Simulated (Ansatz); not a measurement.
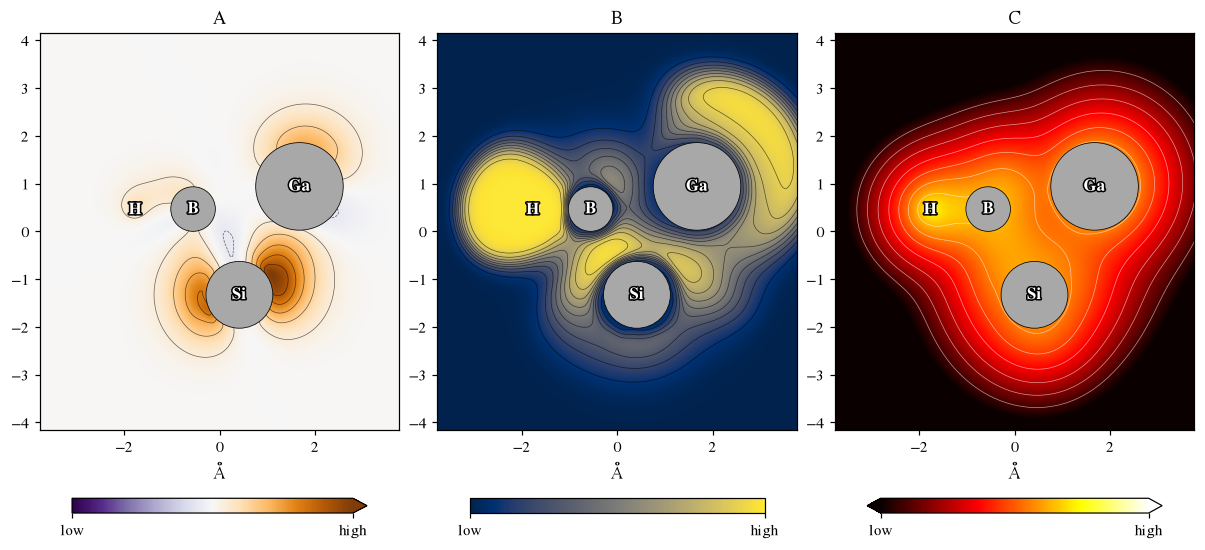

BGaH5Si (doublet): 3 fields on the plane of atoms B1, Ga2 and Si3, with unlabelled colour scales. Grey discs cover the atomic cores.

Geometry: r2SCAN-D4/def2-SVP.

The calculation used Ansatz, isolated molecule in a Gaussian basis; Kohn-Sham density functional theory, functional PBE0.

The panels show electron density, electron localisation function and spin density in some order. Assign them.

Panel A: spin density (confined to the atoms that carry the unpaired spin). Panel B: electron localisation function. Panel C: electron density. From the grid: Si–B (2.04 Å): the density is about 0.71 e/Å³ at the midpoint; the ELF peaks at about 0.95 between the atoms (localised, covalent bonding). Ga–B (2.28 Å): ρ is about 0.34 e/Å³ halfway; the ELF is about 0.20 at the midpoint.
